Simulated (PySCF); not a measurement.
# C6H9: the cost of one run

Programs: PySCF 2.14.0, with routines of our own; each step states its level. All values are computed. Atoms count from 0.

## 1. The system as given

15 atoms, charge 0, multiplicity 2; geometry from: GFN2-xTB.

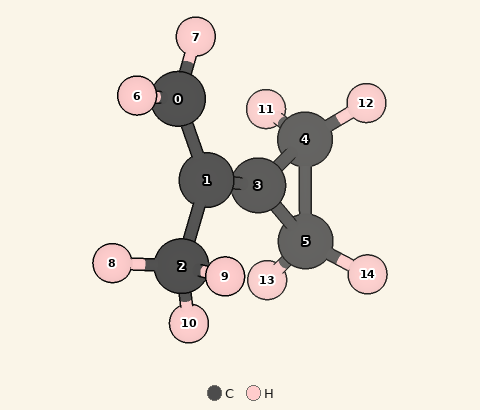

The starting geometry (carbon dark grey, hydrogen pink).

## 2. Open-shell or spin-flip excitations: unrestricted TDA PBE0/def2-SVPD

The job: settings as JSON, then the geometry in Å.

```
{"job": {"kind": "uabs", "xc": "PBE0", "basis": "def2-SVPD", "nstates": 10, "tda": true}, "charge": 0, "multiplicity": 2}
C     -1.650985     1.099664     0.289579
C     -0.812384     0.044676     0.006120
C     -1.394697    -1.303679    -0.336911
C      0.545695     0.175962     0.038692
C      1.711555     1.021992     0.266656
C      1.857227    -0.436861    -0.134747
H     -2.718512     0.984308     0.257521
H     -1.258322     2.065699     0.548533
H     -2.268127    -1.190991    -0.974763
H     -1.704460    -1.816651     0.573082
H     -0.658651    -1.921230    -0.844837
H      1.959805     1.784516    -0.461503
H      1.966521     1.307978     1.280003
H      2.207262    -0.663876    -1.134915
H      2.213658    -1.143518     0.605578
```

With the program's defaults for keys left out, this is: unrestricted TDA PBE0/def2-SVPD, vertical, gas phase, core orbitals frozen in the response.

Run with:

```
> OMP_NUM_THREADS=1 python excited_run.py task.json out
```

This one command runs all jobs of the session in turn.

Q: Estimate the wall time and peak memory of this first job on 1 thread of Intel Xeon Platinum 8259CL at 2.50GHz, shared host.

About 61 s, with a peak of 0.64 GiB.
